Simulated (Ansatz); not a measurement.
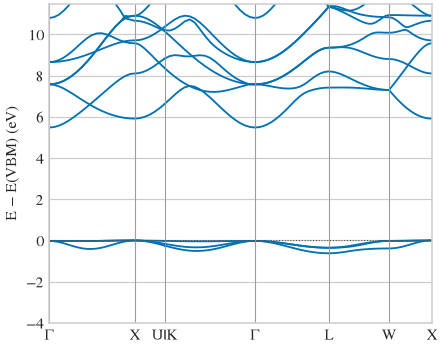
Figure. Band structure from DFT-r²SCAN in the program Ansatz with PAW potentials

Read off the gap and where the band edges lie.

About 5.5 eV (5.48 eV by a search for the band edges); maximum at X, minimum at Γ.

Pick the material that matches.
(A) C, diamond
(B) CsCl, rock salt
(C) NaCl, rock salt
(D) C, Fd-3m (C on 8b, C on 32e)

B, CsCl, rock salt

Space group Fm-3m (rock salt). The first step of the workflow began from a Materials Project structure, measured or hypothetical; the Crystallography Open Database files this formula in space group No. 225, but the cells were not matched. It is not the phase usual at ambient conditions (space group No. 221). Symmetry was held in the r²SCAN relaxation; its stability against distortions is not shown here. Scalar-relativistic: spin–orbit coupling is off unless named, which matters more the heavier the elements.

Potentials: the earlier of the program's two PAW sets.
